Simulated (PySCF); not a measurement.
# AsF3 (arsenic trifluoride): SCS-MP2/cc-pVDZ

What is the vertical singlet–triplet gap of AsF3 (arsenic trifluoride) at SCS-MP2/cc-pVDZ? 

Program for the calculation: PySCF 2.14.0.

3 further runs of the same task are left out: 3 set aside as unsound or not needed.

**1. Starting point**

AsF3 has 4 atoms, charge 0, and is taken as a singlet. As SMILES, `F[As](F)F`. Geometry: relaxed at PBE0-D4/def2-TZVP.

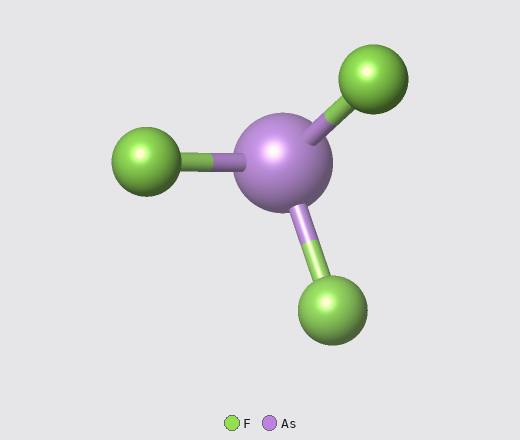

Viewed from a chosen angle; fluorine green, arsenic purple.

**2. A single-point energy at SCS-MP2/cc-pVDZ**

input.py reads:

```python
from pyscf import gto, scf, mp

mol = gto.M(
    atom='''
F     -0.842572     0.747557     2.575035
As    -0.872959    -0.864058    -0.237406
F      2.275174    -1.636371    -0.213048
F     -0.559661     1.752872    -2.124581
''',
    basis='cc-pvdz',
    max_memory=1860,
    verbose=4,
    unit='bohr',
)

mf = scf.RHF(mol)
mf.conv_tol = 1e-10
mf.kernel()
if not mf.converged:
    mf = mf.newton().run(mf.mo_coeff, mf.mo_occ)

pt = mp.MP2(mf, frozen=12).run()
energy = mf.e_tot + 1.2 * pt.e_corr_os + pt.e_corr_ss / 3
print('E = %.10f Eh' % energy)
```

Launch:

```sh
$ OMP_NUM_THREADS=1 python input.py
```

Log:

```text
PySCF version 2.14.0

[INPUT] num. atoms = 4
[INPUT] num. electrons = 60
[INPUT] charge = 0
[INPUT] spin (= nelec alpha-beta = 2S) = 0
[INPUT] symmetry False subgroup None
[INPUT] Mole.unit = bohr
[INPUT] Symbol           X                Y                Z      unit          X                Y                Z       unit  Magmom
[INPUT]  1 F     -0.445869900959   0.395590128264   1.362649839321 AA   -0.842572000000   0.747557000000   2.575035000000 Bohr   0.0
[INPUT]  2 As    -0.461950008868  -0.457239802513  -0.125629844936 AA   -0.872959000000  -0.864058000000  -0.237406000000 Bohr   0.0
[INPUT]  3 F      1.203970231678  -0.865930241810  -0.112740146432 AA    2.275174000000  -1.636371000000  -0.213048000000 Bohr   0.0
[INPUT]  4 F     -0.296159847041   0.927579916060  -1.124279847954 AA   -0.559661000000   1.752872000000  -2.124581000000 Bohr   0.0

nuclear repulsion = 325.340019842068
number of shells = 21
number of NR pGTOs = 155
number of NR cGTOs = 69
basis = cc-pvdz
ecp = {}

******** <class 'pyscf.scf.hf.RHF'> ********
method = RHF
initial guess = minao
damping factor = 0
level_shift factor = 0
DIIS = <class 'pyscf.scf.diis.CDIIS'>
diis_start_cycle = 1
diis_space = 8
diis_damp = 0
SCF conv_tol = 1e-10
SCF conv_tol_grad = None
SCF max_cycles = 50
direct_scf = True
direct_scf_tol = 1e-13
Set gradient conv threshold to 1e-05
Initial guess from minao.
init E= -2531.86690042369
  HOMO = -0.375512683218309  LUMO = 0.0340187500899572  gap/eV = 11.14392
cycle= 1 E= -2532.43476867525  delta_E= -0.568  |g|= 0.78  |ddm|= 1.85
  HOMO = -0.49365603870555  LUMO = 0.0637078701595953  gap/eV = 15.16664
cycle= 2 E= -2532.51236697886  delta_E= -0.0776  |g|= 0.507  |ddm|= 0.835
  HOMO = -0.495743020268693  LUMO = 0.0922205388968193  gap/eV = 15.99930
cycle= 3 E= -2532.55335024037  delta_E= -0.041  |g|= 0.0405  |ddm|= 0.273
  HOMO = -0.485310642524969  LUMO = 0.104564768095428  gap/eV = 16.05133
cycle= 4 E= -2532.55421379021  delta_E= -0.000864  |g|= 0.0144  |ddm|= 0.0617
  HOMO = -0.485666009855061  LUMO = 0.104737811796671  gap/eV = 16.06571
cycle= 5 E= -2532.55436886263  delta_E= -0.000155  |g|= 0.00392  |ddm|= 0.0315
  HOMO = -0.485245895018739  LUMO = 0.10477451129981  gap/eV = 16.05527
cycle= 6 E= -2532.55438261106  delta_E= -1.37e-05  |g|= 0.00073  |ddm|= 0.0112
  HOMO = -0.485154702790111  LUMO = 0.104819980061125  gap/eV = 16.05403
cycle= 7 E= -2532.55438293871  delta_E= -3.28e-07  |g|= 0.000137  |ddm|= 0.00147
  HOMO = -0.485111475710942  LUMO = 0.104844217686618  gap/eV = 16.05351
cycle= 8 E= -2532.55438294808  delta_E= -9.37e-09  |g|= 1.92e-05  |ddm|= 0.000241
  HOMO = -0.485112033148886  LUMO = 0.104840600827403  gap/eV = 16.05343
cycle= 9 E= -2532.5543829483  delta_E= -2.2e-10  |g|= 2.85e-06  |ddm|= 4.29e-05
  HOMO = -0.485112117698738  LUMO = 0.104840597369768  gap/eV = 16.05343
cycle= 10 E= -2532.55438294829  delta_E= 1.23e-11  |g|= 8.97e-07  |ddm|= 4.42e-06
  HOMO = -0.485112000056733  LUMO = 0.104840673774447  gap/eV = 16.05343
Extra cycle  E= -2532.55438294831  delta_E= -2.09e-11  |g|= 4.76e-07  |ddm|= 9.06e-07
converged SCF energy = -2532.55438294831

******** <class 'pyscf.mp.mp2.RMP2'> ********
nocc = 18, nmo = 57
frozen orbitals 12
E(RMP2) = -2533.23932969139  E_corr = -0.684946743080953
E(SCS-RMP2) = -2533.21244307261  E_corr = -0.658060124295928
E_corr(same-spin) = -0.189087654693711
E_corr(oppo-spin) = -0.495859088387242
E = -2533.2124430726 Eh
```

Wall time 1.7 s (1 thread of Intel Xeon Platinum 8488C (Sapphire Rapids), shared host); peak memory 0.15 GiB.

**3. The triplet, same level**

run.py reads:

```python
from pyscf import gto, mp

mol = gto.M(
    atom=[
    ('F', (-0.445870, 0.395590, 1.362650)),
    ('As', (-0.461950, -0.457240, -0.125630)),
    ('F', (1.203970, -0.865930, -0.112740)),
    ('F', (-0.296160, 0.927580, -1.124280)),
],
    max_memory=1860,
    basis='cc-pvdz',
    spin=2,
    verbose=4,
)

mf = mol.UHF()
mf.conv_tol = 1e-10
mf.kernel()
if not mf.converged:
    mf = mf.newton().run(mf.mo_coeff, mf.mo_occ)

pt = mp.MP2(mf, frozen=12).run()
energy = mf.e_tot + 1.2 * pt.e_corr_os + pt.e_corr_ss / 3
print('E(%s) = %.9f' % ('SCS-MP2', energy))
```

Launch:

```sh
$ OMP_NUM_THREADS=1 python run.py
```

Log:

```text
PySCF version 2.14.0

[INPUT] num. atoms = 4
[INPUT] num. electrons = 60
[INPUT] charge = 0
[INPUT] spin (= nelec alpha-beta = 2S) = 2
[INPUT] symmetry False subgroup None
[INPUT] Mole.unit = angstrom
[INPUT] Symbol           X                Y                Z      unit          X                Y                Z       unit  Magmom
[INPUT]  1 F     -0.445870000000   0.395590000000   1.362650000000 AA   -0.842572187160   0.747556757617   2.575035303639 Bohr   0.0
[INPUT]  2 As    -0.461950000000  -0.457240000000  -0.125630000000 AA   -0.872958983243  -0.864058373196  -0.237406293029 Bohr   0.0
[INPUT]  3 F      1.203970000000  -0.865930000000  -0.112740000000 AA    2.275173562193  -1.636370543045  -0.213047723283 Bohr   0.0
[INPUT]  4 F     -0.296160000000   0.927580000000  -1.124280000000 AA   -0.559661289051   1.752872158624  -2.124581287326 Bohr   0.0

nuclear repulsion = 325.340009860451
number of shells = 21
number of NR pGTOs = 155
number of NR cGTOs = 69
basis = cc-pvdz
ecp = {}

[... 18 lines left out ...]
[... the frontier-level lines of each cycle are left out ...]
[... 3 lines left out ...]
[... 66 lines left out ...]
converged SCF energy = -2532.33531395453  <S^2> = 2.0153666  2S+1 = 3.0102269
[... 1 line left out ...]
******** <class 'pyscf.mp.ump2.UMP2'> ********
nocc = (np.int64(19), np.int64(17)), nmo = (57, 57)
frozen orbitals 12
E(UMP2) = -2533.00617372539  E_corr = -0.670859770856224
E(SCS-UMP2) = -2532.97534188692  E_corr = -0.640027932395347
E_corr(same-spin) = -0.190388991498602
E_corr(oppo-spin) = -0.480470779357622
E(SCS-MP2) = -2532.975341887
```

It took 1.8 s on 1 thread of Intel Xeon Platinum 8488C (Sapphire Rapids), shared host; peak memory 0.16 GiB.

**4. Outcome**

At SCS-MP2/cc-pVDZ, 12 core orbitals frozen:

```
                                                           quantity           value
                                              singlet: total energy  -2533.21244 Eh
                      singlet: dipole moment (Hartree–Fock density)          3.03 D
                       singlet: HOMO energy (Hartree–Fock orbitals)       -13.20 eV
                       singlet: LUMO energy (Hartree–Fock orbitals)         2.85 eV
                     singlet: HOMO–LUMO gap (Hartree–Fock orbitals)        16.05 eV
              singlet: correlation energy (12 core orbitals frozen)      -658.1 mEh
                                              triplet: total energy  -2532.97534 Eh
                      triplet: dipole moment (Hartree–Fock density)          3.39 D
triplet: HOMO energy (Hartree–Fock orbitals) (highest over α and β)        -7.09 eV
 triplet: LUMO energy (Hartree–Fock orbitals) (lowest over α and β)        -2.63 eV
              triplet: correlation energy (12 core orbitals frozen)      -640.0 mEh
                         triplet: ⟨S²⟩ of the reference determinant           2.015
                   vertical energy of the triplet above the singlet        6.452 eV
```

**Reading.** At this shape the triplet lies 6.45 eV (149 kcal/mol) above the singlet.
